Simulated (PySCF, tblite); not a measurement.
**C6H6N2Si: geometry, infrared bands and NMR shifts**

Wanted: the infrared bands and NMR shifts of C6H6N2Si (`C=C/C(C#N)=C\[SiH2]C#N`), by calculation.

Programs: tblite 0.8.0 and PySCF 2.14.0, with density-fitted response routines of our own. Each step states its level of theory. These are calculated values for one molecule in the gas phase, unless marked as measured. Atoms count from 0, in the outputs and in this text.

## 1. Starting geometry

15 atoms, charge 0, multiplicity 1; geometry from: force field or distance geometry start.

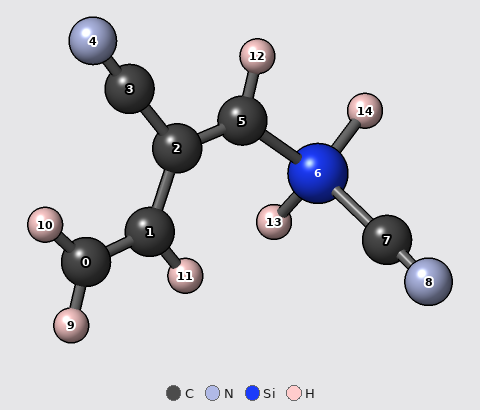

The starting geometry (carbon dark grey, nitrogen light blue, silicon blue, hydrogen pink), atoms numbered.

## 2. Relaxing the molecule with GFN2-xTB

The job: settings as JSON, then the geometry in Å.

```
{"job": {"kind": "relax", "xc": "GFN2-xTB", "basis": "xTB"}, "charge": 0, "multiplicity": 1}
C     -1.461700    -2.040600    -0.822200
C     -0.606500    -1.043300    -0.577100
C     -0.906000     0.230000     0.065700
C     -2.279600     0.509500     0.429000
N     -3.374300     0.736800     0.751300
C     -0.013800     1.199000     0.315700
Si     1.799800     1.278800     0.004900
C      2.787200     0.147400     1.144200
N      3.385400    -0.571200     1.837600
H     -1.136100    -2.957400    -1.289700
H     -2.530300    -1.987100    -0.577500
H      0.424500    -1.236100    -0.861800
H     -0.350600     2.121200     0.801400
H      2.037200     0.922000    -1.419400
H      2.220600     2.698900     0.176000
```

The run is started by

```console
$ OMP_NUM_THREADS=1 python probes_run.py task.json out
```

The driver reads the jobs from task.json and runs them one after another.

The log of the run:

```text
step      E/eV     max force
  0    -634.46080    2.307
  1    -634.34504    6.667
  2    -634.56490    0.554
  3    -634.57946    0.396
  4    -634.60052    0.859
  5    -634.60684    1.519
  6    -634.62900    0.328
  7    -634.63777    0.237
  8    -634.64461    0.298
  9    -634.64914    0.205
 10    -634.65349    0.181
 11    -634.65662    0.194
 12    -634.65872    0.138
 13    -634.66037    0.108
 14    -634.66148    0.106
 15    -634.66207    0.077
 16    -634.66252    0.058
 17    -634.66312    0.064
 18    -634.66391    0.088
 19    -634.66473    0.096
 20    -634.66544    0.066
 21    -634.66613    0.084
 22    -634.66697    0.083
 23    -634.66791    0.093
 24    -634.66871    0.081
 25    -634.66926    0.052
 26    -634.66967    0.056
 27    -634.67006    0.054
 28    -634.67044    0.050
 29    -634.67073    0.042
 30    -634.67095    0.043
 31    -634.67114    0.033
 32    -634.67134    0.043
 33    -634.67157    0.043
 34    -634.67184    0.047
 35    -634.67213    0.050
 36    -634.67244    0.049
 37    -634.67280    0.054
 38    -634.67326    0.070
 39    -634.67380    0.062
 40    -634.67427    0.059
 41    -634.67460    0.051
 42    -634.67487    0.043
 43    -634.67521    0.062
 44    -634.67567    0.066
 45    -634.67612    0.069
 46    -634.67641    0.045
 47    -634.67658    0.032
 48    -634.67674    0.037
 49    -634.67693    0.042
 50    -634.67708    0.033
 51    -634.67718    0.022
 52    -634.67724    0.025
 53    -634.67733    0.029
 54    -634.67744    0.041
 55    -634.67757    0.030
 56    -634.67770    0.032
 57    -634.67781    0.040
 58    -634.67793    0.041
 59    -634.67805    0.036
 60    -634.67814    0.026
 61    -634.67822    0.028
 62    -634.67834    0.046
 63    -634.67851    0.057
 64    -634.67870    0.050
 65    -634.67892    0.038
 66    -634.67917    0.048
 67    -634.67949    0.080
 68    -634.67985    0.102
 69    -634.68016    0.081
 70    -634.68038    0.038
 71    -634.68059    0.043
 72    -634.68088    0.074
 73    -634.68122    0.098
 74    -634.68147    0.117
 75    -634.68161    0.036
 76    -634.68176    0.055
 77    -634.68189    0.034
 78    -634.68213    0.068
 79    -634.68227    0.087
 80    -634.68260    0.095
 81    -634.68290    0.071
 82    -634.68326    0.043
 83    -634.68348    0.036
 84    -634.68361    0.041
 85    -634.68372    0.037
 86    -634.68384    0.025
 87    -634.68397    0.037
 88    -634.68412    0.051
 89    -634.68434    0.058
 90    -634.68471    0.093
 91    -634.68531    0.090
 92    -634.68585    0.063
 93    -634.68612    0.062
 94    -634.68621    0.038
 95    -634.68630    0.021
 96    -634.68641    0.037
 97    -634.68648    0.033
 98    -634.68651    0.016
 99    -634.68654    0.013
100    -634.68656    0.025
101    -634.68659    0.039
102    -634.68664    0.042
103    -634.68667    0.028
104    -634.68669    0.018
105    -634.68671    0.022
106    -634.68673    0.022
107    -634.68675    0.011
108    -634.68676    0.009
```

Wall time 0.75 s (1 thread of Arm Neoverse V1, shared host).

The steps of the relaxation: (not every step is listed) (the energy doesn't fall at every step)

```csv
step,energy from step 0 (eV),largest force (eV/Å)
0,0.0000,2.3067
1,0.1158,6.6672
2,-0.1041,0.5543
3,-0.1187,0.3956
4,-0.1397,0.8585
5,-0.1460,1.5189
6,-0.1682,0.3279
7,-0.1770,0.2369
8,-0.1838,0.2983
17,-0.2023,0.0643
26,-0.2089,0.0564
35,-0.2113,0.0500
44,-0.2149,0.0661
53,-0.2165,0.0294
62,-0.2175,0.0462
71,-0.2198,0.0428
80,-0.2218,0.0949
89,-0.2235,0.0580
98,-0.2257,0.0157
103,-0.2259,0.0277
104,-0.2259,0.0180
105,-0.2259,0.0217
106,-0.2259,0.0216
107,-0.2260,0.0112
108,-0.2260,0.0091
```

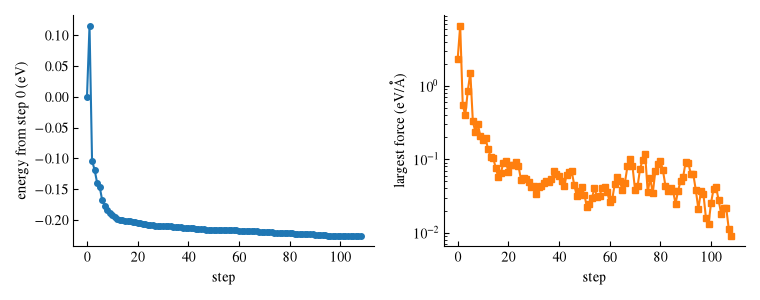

Energy and force, step by step.

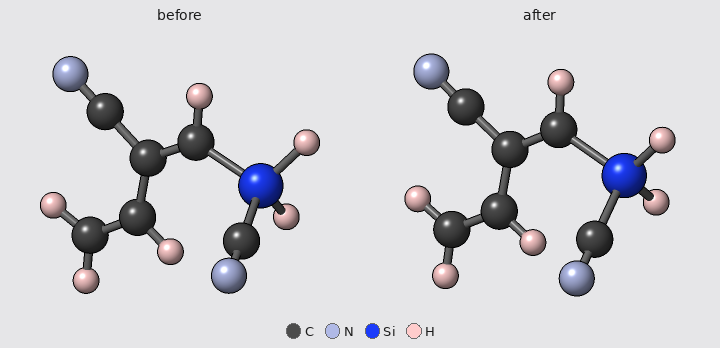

The geometry before (left) and after (right).

Close pairs (by a distance rule), those that changed most:

```csv
bond,before (Å),after (Å),change (Å)
C5–Si6,1.842,1.882,+0.040
Si6–H14,1.491,1.462,-0.029
C2–C3,1.448,1.421,-0.027
Si6–H13,1.487,1.466,-0.022
C0–H10,1.098,1.078,-0.019
C7–N8,1.164,1.145,-0.019
C3–N4,1.164,1.146,-0.017
Si6–C7,1.885,1.872,-0.013
```

The final coordinates are the input of the step that follows.

## 3. Infrared spectrum with GFN2-xTB

The job: settings as JSON, then the geometry in Å.

```
{"job": {"kind": "ir", "xc": "GFN2-xTB", "basis": "xTB"}, "charge": 0, "multiplicity": 1}
C     -1.329554    -2.024323    -0.644269
C     -0.489793    -1.019654    -0.417902
C     -0.903230     0.285456     0.070728
C     -2.283235     0.468067     0.355263
N     -3.390701     0.650310     0.588087
C     -0.074538     1.330951     0.268200
Si     1.777693     1.374011    -0.060741
C      2.548474    -0.074022     0.840411
N      3.022740    -0.964274     1.383000
H     -0.981875    -2.977009    -1.004125
H     -2.390379    -1.926958    -0.476993
H      0.572390    -1.136543    -0.589139
H     -0.522036     2.247294     0.635573
H      2.087290     1.183598    -1.480625
H      2.352339     2.591085     0.510619
```

The log of the run:

```text
mode    cm-1     km/mol
  1      32.4      6.25
  2      57.1      5.53
  3     101.5      1.35
  4     128.5      2.10
  5     143.9      2.90
  6     161.1      3.72
  7     260.1      5.94
  8     285.2      6.05
  9     295.5      3.02
 10     355.1     12.87
 11     457.5     19.85
 12     482.0     27.58
 13     498.5     52.69
 14     560.5     15.43
 15     587.6     13.34
 16     614.4     15.69
 17     683.7    159.71
 18     709.1     13.47
 19     754.6    191.72
 20     758.5    173.96
 21     813.2     52.33
 22     863.3     54.71
 23     901.7      6.11
 24     998.3      5.36
 25    1002.5     17.25
 26    1168.8     15.74
 27    1280.8      4.01
 28    1320.1      0.53
 29    1400.7      2.08
 30    1585.4     35.04
 31    1656.5      2.24
 32    2249.8    261.69
 33    2282.3    271.52
 34    2353.9     31.40
 35    2371.7    146.06
 36    3038.7     16.95
 37    3059.0     30.61
 38    3103.0      7.41
 39    3138.6     19.53
```

It took 0.54 s on 1 thread of Arm Neoverse V1, shared host.

Which atoms move in the most intense modes:

```csv
cm⁻¹,km/mol,atoms
498,52.7,"C3 33 %, H14 10 %"
684,159.7,"H13 34 %, H14 26 %, C5 10 %"
755,191.7,"H13 46 %, H14 38 %"
758,174.0,"C5 25 %, Si6 19 %, H14 17 %, C1 11 %"
863,54.7,"C5 33 %, C2 14 %, Si6 11 %, H12 11 %"
2250,261.7,H13 96 %
2282,271.5,H14 97 %
2372,146.1,"C3 60 %, N4 39 %"
```

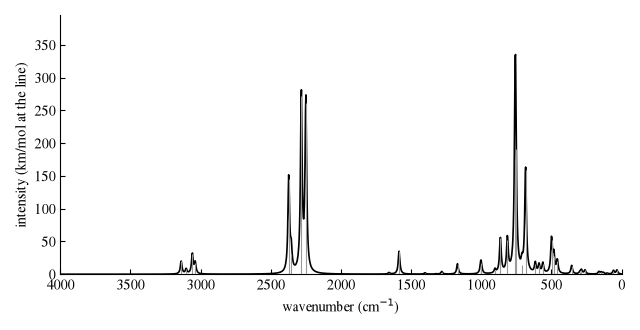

The infrared spectrum from these modes, unscaled. Lines are broadened to a width of 14 cm⁻¹ (Lorentzian).

## 4. Nuclear shieldings: PBE0/pcSseg-1

Settings changed since step 3:

```diff
@@ -1,2 +1,2 @@
-{"job": {"kind": "ir", "xc": "GFN2-xTB", "basis": "xTB"}, "charge": 0, "multiplicity": 1}
+{"job": {"kind": "nmr", "xc": "PBE0", "basis": "pcSseg-1"}, "charge": 0, "multiplicity": 1}
 C     -1.329554    -2.024323    -0.644269
```

With the program's defaults for keys left out, this is: GIAO PBE0/pcSseg-1 NMR shielding, non-relativistic, gas phase.

The log of the run:

```text
coarse grid: 13984 points
cycle   1  E = -630.4611928367  dE =  1.174e+00  |g| = 5.522e-01  |ddm| = 3.860e+00
cycle   2  E = -630.2174862241  dE =  2.437e-01  |g| = 1.181e+00  |ddm| = 1.437e+00
cycle   3  E = -630.5349678442  dE = -3.175e-01  |g| = 1.497e-01  |ddm| = 9.673e-01
cycle   4  E = -630.5400276733  dE = -5.060e-03  |g| = 4.360e-02  |ddm| = 1.530e-01
cycle   5  E = -630.5403587882  dE = -3.311e-04  |g| = 2.424e-02  |ddm| = 5.513e-02
cycle   6  E = -630.5405209665  dE = -1.622e-04  |g| = 3.247e-03  |ddm| = 2.443e-02
cycle   7  E = -630.5405232849  dE = -2.318e-06  |g| = 1.510e-03  |ddm| = 4.010e-03
final grid: 133392 points
cycle   8  E = -630.5925686006  dE = -2.914e-05  |g| = 7.111e-03  |ddm| = 4.165e-02
cycle   9  E = -630.5925518039  dE =  1.680e-05  |g| = 1.123e-02  |ddm| = 1.429e-02
cycle  10  E = -630.5925789535  dE = -2.715e-05  |g| = 3.343e-03  |ddm| = 8.779e-03
cycle  11  E = -630.5925814100  dE = -2.457e-06  |g| = 2.677e-04  |ddm| = 2.171e-03
cycle  12  E = -630.5925814230  dE = -1.293e-08  |g| = 1.361e-04  |ddm| = 3.729e-04
cycle  13  E = -630.5925814264  dE = -3.447e-09  |g| = 6.894e-05  |ddm| = 1.593e-04
cycle  14  E = -630.5925814275  dE = -1.044e-09  |g| = 2.521e-05  |ddm| = 6.314e-05
cycle  15  E = -630.5925814276  dE = -1.291e-10  |g| = 6.266e-06  |ddm| = 2.167e-05
converged SCF energy = -630.5925814276

GIAO shielding tensors (ppm)
atom      isotropic    diamagn.    paramagn.     s11        s22        s33       span
  0 C       50.504     253.822    -203.318    -60.565     44.486    167.590    228.154
  1 C       47.053     256.378    -209.325    -66.722     52.426    155.454    222.176
  2 C       44.568     257.868    -213.300    -72.553     62.831    143.425    215.978
  3 C       65.641     260.139    -194.498    -54.750    -42.924    294.598    349.348
  4 N      -57.156     341.557    -398.714   -204.584   -194.312    227.427    432.011
  5 C       49.312     257.932    -208.619    -60.173     41.423    166.687    226.861
  6 Si     433.350     879.503    -446.153    410.740    433.237    456.074     45.334
  7 C       64.742     263.515    -198.774    -49.870    -43.768    287.863    337.734
  8 N     -101.811     337.354    -439.164   -304.460   -293.567    292.594    597.054
  9 H       25.386      29.611      -4.224     22.985     24.632     28.542      5.557
 10 H       25.136      30.955      -5.819     22.211     24.098     29.098      6.887
 11 H       24.687      35.647     -10.960     21.635     22.874     29.551      7.915
 12 H       25.120      30.971      -5.851     22.932     23.477     28.949      6.017
 13 H       26.862      27.976      -1.114     24.313     24.738     31.536      7.223
 14 H       27.075      26.617       0.458     23.615     25.402     32.207      8.592
```

Run time: 42 s. Hardware: 1 thread of Arm Neoverse V1, shared host; peak memory 0.83 GiB.

The references, computed at this level on geometries of the same kind, shield at (ppm): 1H TMS 31.72, 13C TMS 186.9, 29Si TMS 349.2, 15N NH3 267.7. Their shielding less the atom's gives the shift. The references are single molecules in the gas phase, so shifts against H2O, NH3, PH3, H3PO4 or CFCl3 are not on the usual liquid scales and can be off by tens of ppm. Atoms listed in one row are averaged.

```csv
atoms,environment,σ (ppm),δ (ppm),δ scaled to CDCl3
C2,fully substituted alkene carbon,44.6,142.4,137.0
C1,alkene CH,47.1,139.9,134.6
C5,alkene CH,49.3,137.6,132.4
C0,terminal =CH2 carbon,50.5,136.4,131.2
C7,nitrile carbon,64.7,122.2,117.3
C3,nitrile carbon,65.6,121.3,116.5
H11,hydrogen on an alkene CH,24.69,7.03,6.73
H12,hydrogen on an alkene CH,25.12,6.60,6.33
H10,hydrogen on a terminal =CH2 carbon,25.14,6.58,6.31
H9,hydrogen on a terminal =CH2 carbon,25.39,6.33,6.07
"H13, H14",hydrogen on a silicon bonded to 2 C,26.97,4.75,–
N8,nitrile nitrogen,-101.8,369.5,–
N4,nitrile nitrogen,-57.2,324.9,–
Si6,"silicon bonded to 2 C, 2 H",433.4,-84.2,–
```

The scaled column applies a straight-line fit of computed shieldings to shifts measured in CDCl3 (root-mean-square error 0.16 ppm for H, 1.9 ppm for C).

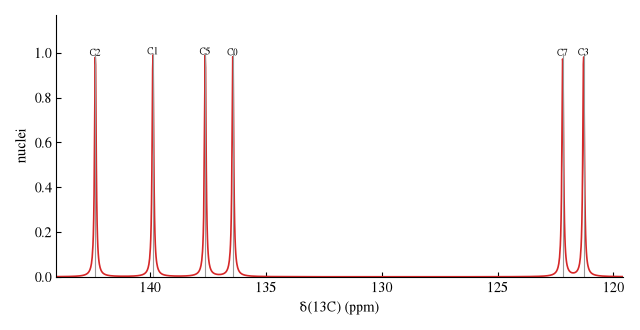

13C lines at the computed shifts, without couplings. Lines are broadened to a width of 0.08 ppm (Lorentzian).

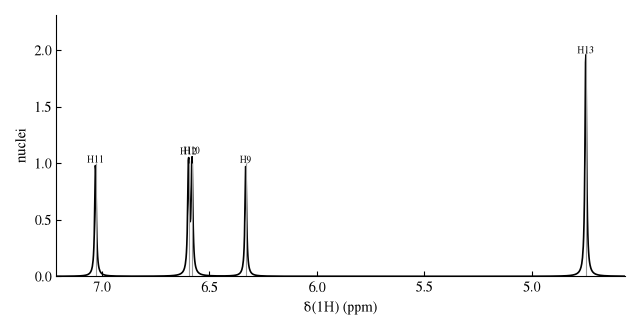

1H lines at the computed shifts, without couplings. Lines are broadened to a width of 0.01 ppm (Lorentzian).

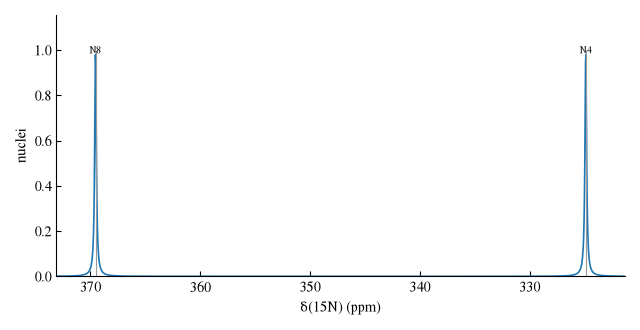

15N lines at the computed shifts, without couplings. Lines are broadened to a width of 0.18 ppm (Lorentzian).

Charges from the same density, by scheme (e):

```csv
atoms,Mulliken,IAO,Hirshfeld,ESP fit
C0,-0.08,-0.27,-0.06,-0.43
C1,-0.16,-0.14,-0.04,0.02
C2,-0.18,0.00,0.03,-0.16
C3,0.13,0.14,0.09,0.46
N4,-0.23,-0.22,-0.20,-0.46
C5,-0.30,-0.41,-0.12,-0.26
Si6,0.75,0.76,0.40,0.42
C7,-0.21,-0.16,-0.03,0.16
N8,-0.19,-0.19,-0.19,-0.37
```

Mulliken charges:

C0 -0.08; C1 -0.16; C2 -0.18; C3 0.13; N4 -0.23; C5 -0.30; Si6 0.75; C7 -0.21; N8 -0.19; H9 0.14; H10 0.15; H11 0.13; H12 0.14; H13 -0.03; H14 -0.05

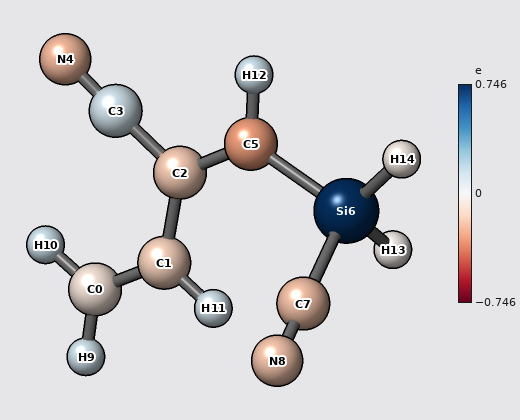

Mulliken charges, as colours on the atoms.

Mayer bond orders: C0–C1 1.92, C1–C2 1.10, C2–C3 1.02, C3–N4 3.00, C2–C5 1.76, C5–Si6 0.90, Si6–C7 0.81, C7–N8 2.92.

Orbitals, density, ELF and potential are computed afterwards from the orbital file.

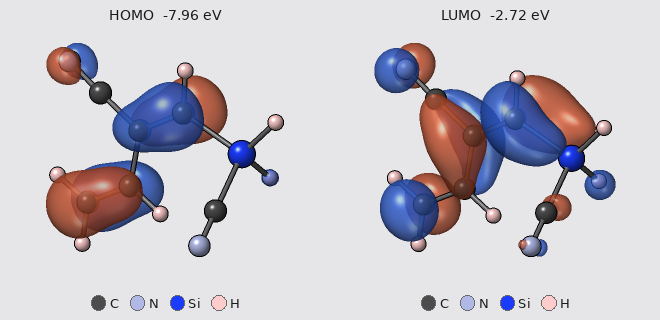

PBE0/pcSseg-1 orbitals near the gap, drawn at the value that encloses 70 % of each; the two colours are the two signs.

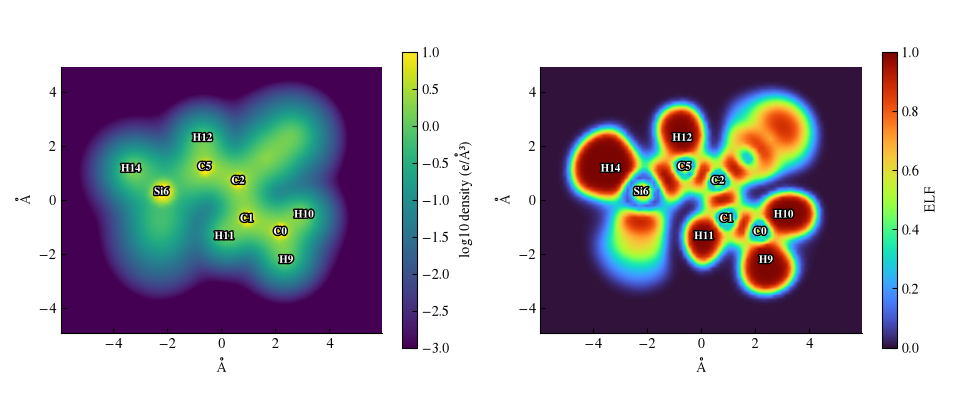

Density (left) and ELF (right) in a plane through or near 10 of the atoms.

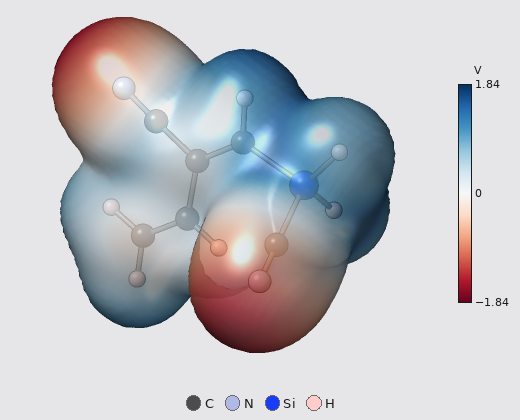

The potential that a unit positive charge feels on the 0.002 e/bohr³ surface, from -1.54 V near N8 to 1.84 V near H14.

## 5. Summary of results

```
                                                              quantity                                         value
                             strongest single infrared mode (GFN2-xTB)                         2282 cm⁻¹, 272 km/mol
                                          zero-point energy (GFN2-xTB)                                 60.8 kcal/mol
                                13C shifts against TMS (PBE0/pcSseg-1)  142.4, 139.9, 137.6, 136.4, 122.2, 121.3 ppm
1H shifts against TMS (PBE0/pcSseg-1, means over atoms taken as alike)              7.03, 6.60, 6.58, 6.33, 4.75 ppm
                                15N shifts against NH3 (PBE0/pcSseg-1)                              369.5, 324.9 ppm
                               29Si shifts against TMS (PBE0/pcSseg-1)                                     -84.2 ppm
                                 surface potential, least and greatest                            -1.54 V and 1.84 V
```

**Reading.** Over 108 steps the energy fell by 0.226 eV; of the close pairs, C5–Si6 changed most, 1.842 to 1.882 Å. No mode is imaginary among the 39: a minimum at this level. The strongest single mode, at 2282 cm⁻¹, moves mainly H14. GFN2-xTB is a fitted tight-binding method: band positions and strengths are rough. Its intensities can rank the bands wrongly. At PBE0/pcSseg-1: Shielding is most anisotropic at N8 (span 597 ppm, paramagnetic term -439 ppm). At PBE0/pcSseg-1, counted by nearest atom on the grid, the HOMO lies on C0, C5 about 26 % each; C1 15 %, the LUMO on C5 27 %; C2 19 %.
